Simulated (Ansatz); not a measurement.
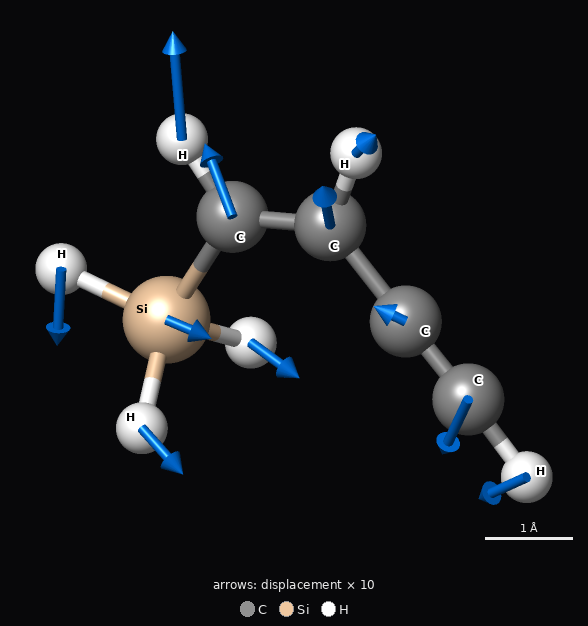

A relaxation of C4H6Si (coarse preliminary run). The starting structure is drawn; blue arrows show the displacements, magnified 10 times. The two geometries are superimposed by the best rigid fit.

The picture is a ball-and-stick view, seen at a tilt.

The start comes from a force field.

Theory: RKS PBE-D4/def2-SVP (Ansatz 0.2.0). Set-up: force threshold 0.03 eV/Å; at most 200 steps.

### Describe the change and its energy.

After 5 accepted moves (7 points after the start) the energy has fallen by 14.2 kcal/mol. Largest force component: 9.7 eV/Å at the start, 0.027 eV/Å at the end. The line search rejected the trial steps at points 2, 4 of the run. The largest move after the best rigid fit is that of an H atom, 0.13 Å. By element the largest moves are H 0.13 Å, C 0.11 Å, Si 0.06 Å. Near-neighbour distances that change, for instance: C–C 1.286 → 1.362 Å, C–C 1.158 → 1.227 Å, C–H 1.128 → 1.081 Å, H–Si 1.459 → 1.504 Å. Among the angles between lasting bonds that change: Si–C–H 110.3° → 118.9°, C–C–H 174.9° → 179.5°, C–C–H 121.1° → 116.8°. The run took 9 s on 4 threads of Arm Neoverse V1 (shared host).
